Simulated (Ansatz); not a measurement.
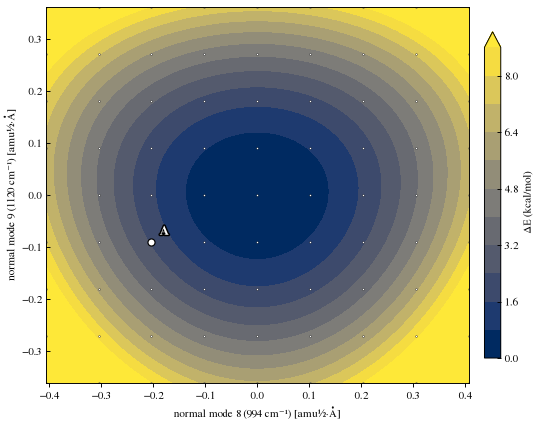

CH2F2Si, SMILES C=[Si](F)F. The first coordinate is: normal mode 8 (994 cm⁻¹); the second: normal mode 9 (1120 cm⁻¹). Nothing is relaxed (straight displacements along the two mass-weighted modes). The scan uses a 9 × 9 grid; 45 points were computed and 36 follow by symmetry. Energies are in kcal/mol, from the lowest grid point. These are results of RKS r2SCAN-D4/def2-TZVP in Ansatz, not measurements.

The picture shows filled contours, dots at the grid points, one colour for all values above the top of the scale, the point A. Between grid points the surface is interpolated.

Q: Which way does the force act at A, and how strong is it?

A: A, at normal mode 8 (994 cm⁻¹) = −0.203 amu½·Å, normal mode 9 (1120 cm⁻¹) = −0.09 amu½·Å, is not a stationary point. The computed force is 18 kcal/mol for each amu½·Å towards larger values of normal mode 8 (994 cm⁻¹) and 11 kcal/mol for each amu½·Å towards larger values of normal mode 9 (1120 cm⁻¹).
